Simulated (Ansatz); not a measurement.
**Cl₂HO₂Ta: geometry and vibrations**

The task is to find a stationary geometry of Cl₂HO₂Ta, then compute its harmonic vibrations to see whether it is a minimum and to get the zero-point energy and entropy, and look at its orbitals and charge.

The runs use Ansatz 0.2.0, Gaussian basis; RKS PBE0-D4/def2-TZVP.

Levels to be run: relaxation at PBE-D4/def2-SVP; relaxation at PBE0-D4/def2-TZVP; harmonic vibrations at the same level; a single point in def2-TZVPP for the fields.

**1. Starting geometry**

SMILES `[O]=[Ta]([OH])([Cl])[Cl]`, 6 atoms, charge 0, spin multiplicity 1.

Atoms are counted from 1 here; the program's logs count them from 0.

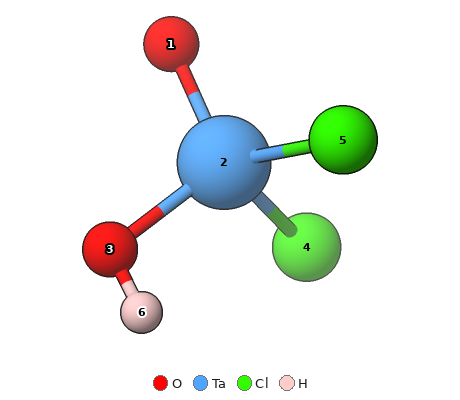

As it starts; oxygen red, tantalum blue, chlorine green, hydrogen pink; atoms are numbered from 1 in the order of the file.

Geometry (Å):

```
O    -2.1077   -0.7595    0.3594
Ta   -0.4485    0.0105   -0.0958
O     1.0246   -0.9275    1.0761
Cl    0.1093   -0.3796   -2.5316
Cl   -0.4384    2.4770    0.3437
H     1.9027   -0.4849    0.8020
```

The start is a force-field geometry with small random shifts, so a cheaper pass at PBE-D4/def2-SVP comes first. Ta takes the def2 core potential; no spin-orbit term is included.

**2. Optimising with PBE-D4/def2-SVP (cheap first pass)**

in.yaml

```yaml
crystal:
  periodic: [false, false, false]
  atoms:
    - {symbol: O, position_ang: [-2.107700, -0.759500, 0.359400]}
    - {symbol: Ta, position_ang: [-0.448500, 0.010500, -0.095800]}
    - {symbol: O, position_ang: [1.024600, -0.927500, 1.076100]}
    - {symbol: Cl, position_ang: [0.109300, -0.379600, -2.531600]}
    - {symbol: Cl, position_ang: [-0.438400, 2.477000, 0.343700]}
    - {symbol: H, position_ang: [1.902700, -0.484900, 0.802000]}
basis:
  gaussian: {orbitals: def2-SVP}
hamiltonian: {xc: pbe, dispersion: d4}
relax: {f_tol: 0.03, max_steps: 200}
```

Command:

```
$ ansatz run in.yaml --threads 4 --pin off --events-out ev --progress --plain --max-ram 10444MiB
```

What it wrote, shortened:

```text
Functional definition: PBE
  name "PBE"
  cite "Perdew, Burke & Ernzerhof, Phys. Rev. Lett. 77, 3865 (1996) doi:10.1103/PhysRevLett.77.3865"
  parent pbe
[...]
1038 factors; their error is unknown
[...]
mean field -30688.46698409 eV, -1127.7803602751 hartree, gradient 3.9e-5 eV, S^2 0.000000; 0 other end points of the search recorded, 0 dependent functions left out
[...]
reference -30688.46704446 eV, -1127.7803624940 hartree; 32, 32 occupied and 69, 69 virtual orbitals, 1038 factors
relax step   1: F+E_penalty+E_count = -30688.62889815 eV  Δ(F+E_penalty+E_count) = +0.000e0 eV  max|allowed force component| = 5.262e0 eV/Å  Δτ_max = 0.0000 Å  (31 SCF iters, accepted)
[...]
relax step   7: F+E_penalty+E_count = -30690.20893711 eV  Δ(F+E_penalty+E_count) = +4.053e-3 eV  max|allowed force component| = 6.419e-1 eV/Å  Δτ_max = 0.0096 Å  (31 SCF iters, rejected (line search))
[...]
relax step   8: F+E_penalty+E_count = -30690.21317540 eV  Δ(F+E_penalty+E_count) = -1.849e-4 eV  max|allowed force component| = 9.750e-3 eV/Å  Δτ_max = 0.0047 Å  (32 SCF iters, accepted)
1038 factors; their error is unknown
mean field -30690.03290104 eV, -1127.8379066617 hartree, gradient 8.6e-6 eV, S^2 0.000000; 1 other end points of the search recorded, 0 dependent functions left out
[...]
reference -30690.03296043 eV, -1127.8379088442 hartree; 32, 32 occupied and 69, 69 virtual orbitals, 1038 factors
Total energy: -30690.21323479 eV, -1127.8445338049 hartree
Atom 0 at    -1.869010    -0.688287     0.320000 Å, force     0.001891     0.000761    -0.000508 eV/Å
Atom 1 at    -0.384185     0.060164    -0.150008 Å, force    -0.003982     0.001712    -0.000138 eV/Å
Atom 2 at     0.930589    -0.791327     0.936203 Å, force     0.003359     0.004148    -0.003730 eV/Å
Atom 3 at    -0.013843    -0.361715    -2.399859 Å, force    -0.002950    -0.001653    -0.005900 eV/Å
Atom 4 at    -0.511194     2.328866     0.312776 Å, force    -0.004453     0.004028     0.000527 eV/Å
Atom 5 at     1.889644    -0.611701     0.934689 Å, force     0.006134    -0.008995     0.009750 eV/Å
Dipole moment:     0.706773     0.117914     0.012785 e Å
```

Wall time 8.5 s (4 threads of Intel Xeon Platinum 8488C, shared host).

The steps of the relaxation: (the energy doesn't fall at every step)

```tsv
step	energy from step 1 (eV)	largest force component (eV/Å)
1	0.0000	5.2622
2	-1.5234	1.2110
3	-1.5664	0.4510
4	-1.5737	0.1755
5	-1.5823	0.0873
6	-1.5841	0.0758
7	-1.5800	0.6419
8	-1.5843	0.0097
```

Distances of close pairs at the start and the end, largest changes first:

```tsv
bond	before (Å)	after (Å)	change (Å)
Ta2–Cl4	2.529	2.319	-0.210
Ta2–O3	2.103	1.906	-0.197
Ta2–Cl5	2.505	2.319	-0.186
O1–Ta2	1.885	1.728	-0.157
O3–H6	1.021	0.976	-0.045
Ta2–H6	2.565	2.607	+0.042
```

**3. Optimising with PBE0-D4/def2-TZVP**

in.yaml

```yaml
crystal:
  periodic: [false, false, false]
  atoms:
    - {symbol: O, position_ang: [-1.869010, -0.688287, 0.320000]}
    - {symbol: Ta, position_ang: [-0.384185, 0.060164, -0.150008]}
    - {symbol: O, position_ang: [0.930589, -0.791327, 0.936203]}
    - {symbol: Cl, position_ang: [-0.013843, -0.361715, -2.399859]}
    - {symbol: Cl, position_ang: [-0.511194, 2.328866, 0.312776]}
    - {symbol: H, position_ang: [1.889644, -0.611701, 0.934689]}
basis:
  gaussian: {orbitals: def2-TZVP}
hamiltonian: {xc: pbe0, dispersion: d4}
relax: {f_tol: 0.005, max_steps: 150}
```

Same command.

What it wrote, shortened:

```text
Functional definition: PBE0
  name "PBE0"
  cite "Adamo & Barone, J. Chem. Phys. 110, 6158 (1999) doi:10.1063/1.478522"
  cite "Perdew, Burke & Ernzerhof, Phys. Rev. Lett. 77, 3865 (1996) doi:10.1103/PhysRevLett.77.3865"
  parent pbe
[...]
1290 factors; their error is unknown
[...]
mean field -30704.29905369 eV, -1128.3621781016 hartree, gradient 3.6e-5 eV, S^2 0.000000; 0 other end points of the search recorded, 0 dependent functions left out
[...]
reference -30704.29908490 eV, -1128.3621792485 hartree; 32, 32 occupied and 150, 150 virtual orbitals, 1290 factors
relax step   1: F+E_penalty+E_count = -30704.45567249 eV  Δ(F+E_penalty+E_count) = +0.000e0 eV  max|allowed force component| = 1.123e0 eV/Å  Δτ_max = 0.0000 Å  (30 SCF iters, accepted)
[...]
1290 factors; their error is unknown
[...]
mean field -30704.33469680 eV, -1128.3634879617 hartree, gradient 4.5e-5 eV, S^2 0.000000; 1 other end points of the search recorded, 0 dependent functions left out
[...]
reference -30704.33472798 eV, -1128.3634891078 hartree; 32, 32 occupied and 150, 150 virtual orbitals, 1290 factors
Total energy: -30704.49342443 eV, -1128.3693210948 hartree
Atom 0 at    -1.857222    -0.684780     0.318767 Å, force    -0.000282    -0.000273     0.000198 eV/Å
Atom 1 at    -0.390016     0.053216    -0.143981 Å, force    -0.000025     0.000326    -0.000274 eV/Å
Atom 2 at     0.934618    -0.771514     0.917319 Å, force    -0.000069    -0.000098     0.000079 eV/Å
Atom 3 at    -0.019052    -0.340807    -2.376432 Å, force     0.000039     0.000165     0.000096 eV/Å
Atom 4 at    -0.508744     2.305561     0.291377 Å, force     0.000056    -0.000054    -0.000175 eV/Å
Atom 5 at     1.882417    -0.625676     0.946751 Å, force     0.000281    -0.000067     0.000075 eV/Å
Dipole moment:     0.713487     0.129628     0.002420 e Å
```

It took 19 s on 4 threads of Intel Xeon Platinum 8488C, shared host; peak memory 0.51 GiB.

Step by step:

```tsv
step	energy from step 1 (eV)	largest force component (eV/Å)
1	0.0000	1.1227
2	-0.0331	0.2818
3	-0.0368	0.0431
4	-0.0371	0.0364
5	-0.0375	0.0361
6	-0.0377	0.0071
7	-0.0377	0.0003
```

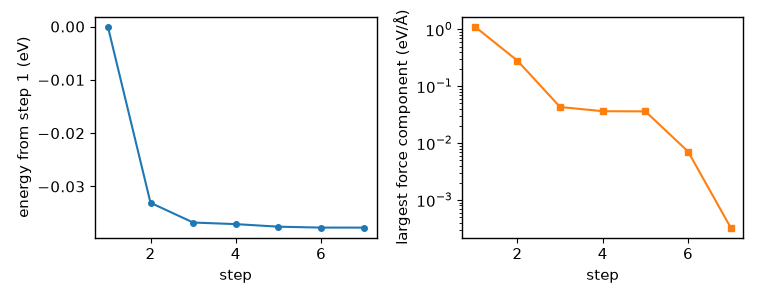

Energy and largest force along the relaxation.

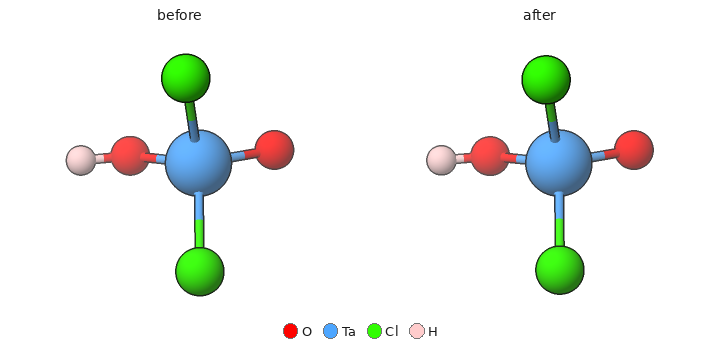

Before and after, at one scale.

Close pairs (by a distance rule), those that changed most:

```tsv
bond	before (Å)	after (Å)	change (Å)
Ta2–Cl5	2.319	2.297	-0.022
Ta2–Cl4	2.319	2.297	-0.022
O1–Ta2	1.728	1.706	-0.022
Ta2–O3	1.906	1.887	-0.019
O3–H6	0.976	0.959	-0.016
```

Mulliken charges at the end point, from the run's report:

```tsv
atom	value (e)
O1	-0.47
Ta2	1.36
O3	-0.61
Cl4	-0.32
Cl5	-0.32
H6	0.35
```

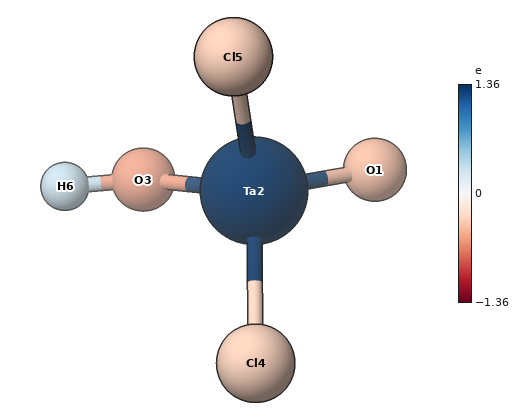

Mulliken charges at the end point, from the run's report, as colours on the atoms.

**4. Vibrations by finite differences**

in.yaml

```yaml
crystal:
  periodic: [false, false, false]
  atoms:
    - {symbol: O, position_ang: [-1.857222, -0.684780, 0.318767]}
    - {symbol: Ta, position_ang: [-0.390016, 0.053216, -0.143981]}
    - {symbol: O, position_ang: [0.934618, -0.771514, 0.917319]}
    - {symbol: Cl, position_ang: [-0.019052, -0.340807, -2.376432]}
    - {symbol: Cl, position_ang: [-0.508744, 2.305561, 0.291377]}
    - {symbol: H, position_ang: [1.882417, -0.625676, 0.946751]}
basis:
  gaussian: {orbitals: def2-TZVP}
hamiltonian: {xc: pbe0, dispersion: d4}
phonons: {temperatures: {t_min: 298.15, t_max: 900, t_step: 200}}
```

Launched as before.

What it wrote, shortened:

```text
Functional definition: PBE0
  name "PBE0"
  cite "Adamo & Barone, J. Chem. Phys. 110, 6158 (1999) doi:10.1063/1.478522"
  cite "Perdew, Burke & Ernzerhof, Phys. Rev. Lett. 77, 3865 (1996) doi:10.1103/PhysRevLett.77.3865"
  parent pbe
[...]
1290 factors; their error is unknown
[...]
mean field -30704.33469415 eV, -1128.3634878645 hartree, gradient 3.5e-5 eV, S^2 0.000000; 0 other end points of the search recorded, 0 dependent functions left out
[...]
reference -30704.33472533 eV, -1128.3634890104 hartree; 32, 32 occupied and 150, 150 virtual orbitals, 1290 factors
[...]
1290 factors; their error is unknown
mean field -30704.33452357 eV, -1128.3634815956 hartree, gradient 2.1e-6 eV, S^2 0.000000; 0 other end points of the search recorded, 0 dependent functions left out
[...]
reference -30704.33455475 eV, -1128.3634827415 hartree; 32, 32 occupied and 150, 150 virtual orbitals, 1290 factors
[...]
reference -30704.33472032 eV, -1128.3634888260 hartree; 32, 32 occupied and 150, 150 virtual orbitals, 1290 factors
Total energy: -30704.49342178 eV, -1128.3693209974 hartree
Atom 0 at    -1.857222    -0.684780     0.318767 Å, force    -0.000266    -0.000266     0.000197 eV/Å
Atom 1 at    -0.390016     0.053216    -0.143981 Å, force    -0.000032     0.000346    -0.000295 eV/Å
Atom 2 at     0.934618    -0.771514     0.917319 Å, force    -0.000115    -0.000071     0.000044 eV/Å
Atom 3 at    -0.019052    -0.340807    -2.376432 Å, force     0.000041     0.000166     0.000152 eV/Å
Atom 4 at    -0.508744     2.305561     0.291377 Å, force     0.000068    -0.000109    -0.000175 eV/Å
Atom 5 at     1.882417    -0.625676     0.946751 Å, force     0.000303    -0.000066     0.000078 eV/Å
Dipole moment:     0.713486     0.129628     0.002420 e Å
Vibrations: 105.60 139.00 149.55 212.55 262.56 348.15 401.06 412.32 436.64 729.99 1026.25 3910.41 cm⁻¹, zero-point energy 0.504249 eV
```

Run time: 82 s. Hardware: 4 threads of Intel Xeon Platinum 8488C, shared host; peak memory 0.51 GiB.

Motions are named by where the mode's potential energy lies. The modes, unscaled (a negative number is an imaginary wavenumber):

```tsv
mode	cm⁻¹	motion
1	106	bend
2	139	bend
3	150	bend
4	213	bend with torsion
5	263	bend
6	348	torsion
7	401	Ta–Cl stretch
8	412	Ta–Cl stretch
9	437	bend
10	730	Ta–O stretch
11	1026	Ta–O stretch
12	3910	O–H stretch
```

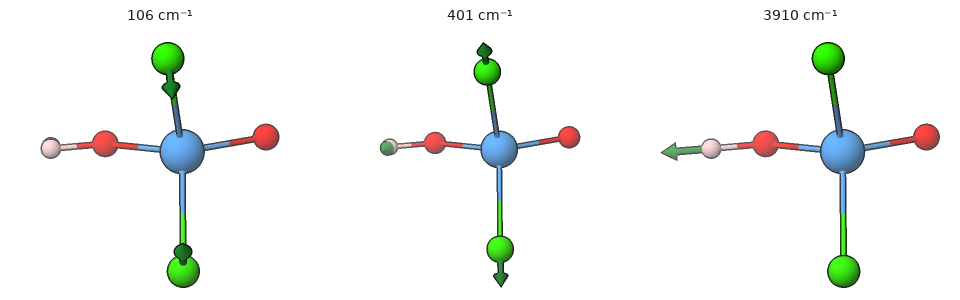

How the atoms move in 3 of the modes.

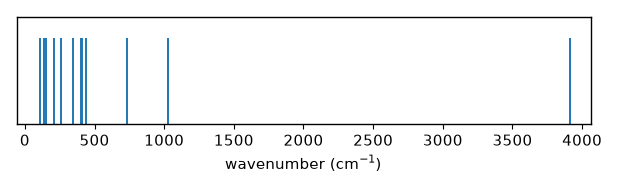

The harmonic wavenumbers as sticks (no intensities were computed).

Ideal gas, rigid rotor and harmonic oscillator at 298.15 K and 1 bar, with symmetry number 1:

```tsv
term	value
zero-point energy	11.6 kcal/mol
H(298) − E	16.8 kcal/mol
entropy, translation	179.3 J/(mol K)
entropy, rotation	119.9 J/(mol K)
entropy, vibration	70.1 J/(mol K)
entropy, total	369.4 J/(mol K)
```

**5. Orbitals, density and potential**

Edit in.yaml of step 4 so:

```diff
@@ -10,4 +10,4 @@
 basis:
-  gaussian: {orbitals: def2-TZVP}
+  gaussian: {orbitals: def2-TZVPP}
 hamiltonian: {xc: pbe0, dispersion: d4}
-phonons: {temperatures: {t_min: 298.15, t_max: 900, t_step: 200}}
+output: {orbitals: {seedname: orbitals}}
```

The command is unchanged.

What it wrote:

```text
Functional definition: PBE0
  name "PBE0"
  cite "Adamo & Barone, J. Chem. Phys. 110, 6158 (1999) doi:10.1063/1.478522"
  cite "Perdew, Burke & Ernzerhof, Phys. Rev. Lett. 77, 3865 (1996) doi:10.1103/PhysRevLett.77.3865"
  parent pbe
  parameter a = 0.25
  parameter kappa = 0.804
  parameter beta = 0.06672455060314922
  exchange = (1 - a)*pbe_x(kappa = kappa, mu = beta*pi^2/3) + a*exact_x
  correlation = pbe_c(beta = beta)
1419 factors; their error is unknown
mean field evaluation 1: about -30691.1069 eV, gradient 8.9e1 eV
mean field evaluation 2: about -30513.0787 eV, gradient 2.9e2 eV
mean field evaluation 4: about -30702.9183 eV, gradient 3.0e1 eV
mean field evaluation 8: about -30704.4523 eV, gradient 4.6e-1 eV
mean field evaluation 16: about -30704.5343 eV, gradient 1.0e-4 eV
mean field -30704.53429101 eV, -1128.3708229140 hartree, gradient 3.0e-5 eV, S^2 0.000000; 0 other end points of the search recorded, 0 dependent functions left out
reference -30704.53432231 eV, -1128.3708240639 hartree; 32, 32 occupied and 184, 184 virtual orbitals, 1419 factors
Total energy: -30704.69301875 eV, -1128.3766560508 hartree
```

It took 2.5 s on 4 threads of Intel Xeon Platinum 8488C, shared host; peak memory 0.59 GiB.

The fields below are evaluated on a grid from the run's orbitals.

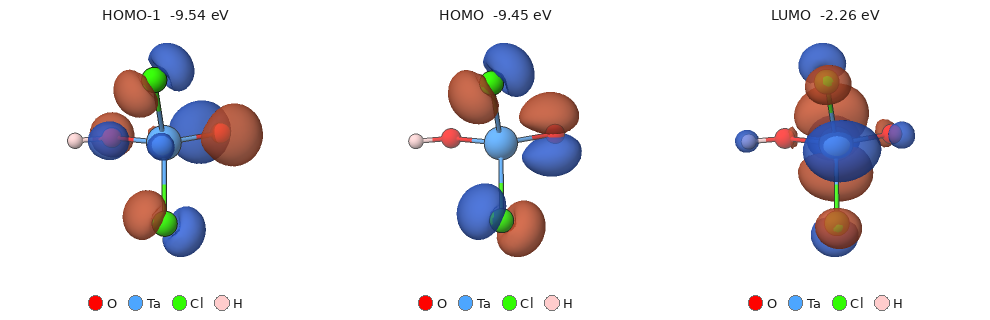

PBE0-D4/def2-TZVPP orbitals near the gap, drawn at the value that encloses 70 % of each; the two colours are the two signs.

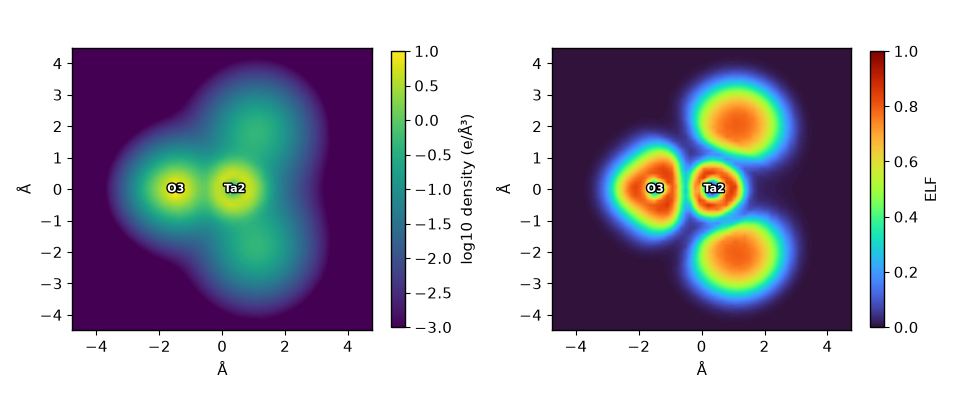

Density (left) and ELF (right) in a plane through or near 2 of the atoms.

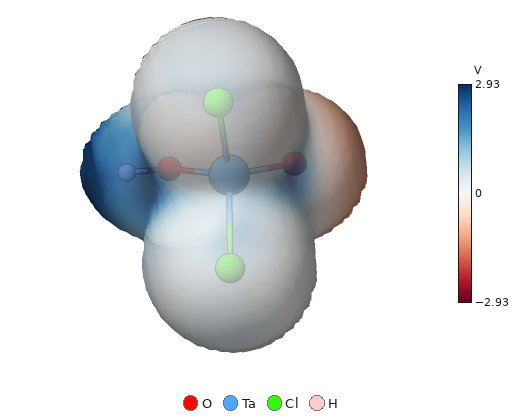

Electrostatic potential on the surface of density 0.002 e/bohr³; red is low, blue high. It runs from -1.38 V near O1 to 2.93 V near H6.

**6. Results**

| quantity | value |
| --- | --- |
| point group | Cs |
| steps | 8 + 7 |
| shift from the start (rms) | 0.206 Å |
| total energy | -30704.4934 eV |
| dispersion term | -159 meV |
| dipole moment | 3.48 D |
| lowest, highest wavenumber | 106, 3910 cm⁻¹ |
| zero-point energy | 11.6 kcal/mol |
| entropy at 298.15 K | 369.4 J/(mol K) |
| HOMO, LUMO | -9.45, -2.26 eV |

The relaxed geometry lies 0.21 Å (rms) from the start; the bond that changed most is Ta2–Cl4, from 2.529 to 2.297 Å. All wavenumbers are real, so the end point is a minimum. The stiffest mode, 3910 cm⁻¹, is an O–H stretch, and 3 modes under 200 cm⁻¹ make the vibrational entropy uncertain. Harmonic hybrid wavenumbers usually lie a few per cent above measured fundamentals. The largest Mulliken charge, +1.36 e, sits on Ta2. The HOMO lies mostly on O1 38 %; Cl4, Cl5 about 29 % each and the LUMO on Ta2 62 %; Cl4, Cl5 about 13 % each.
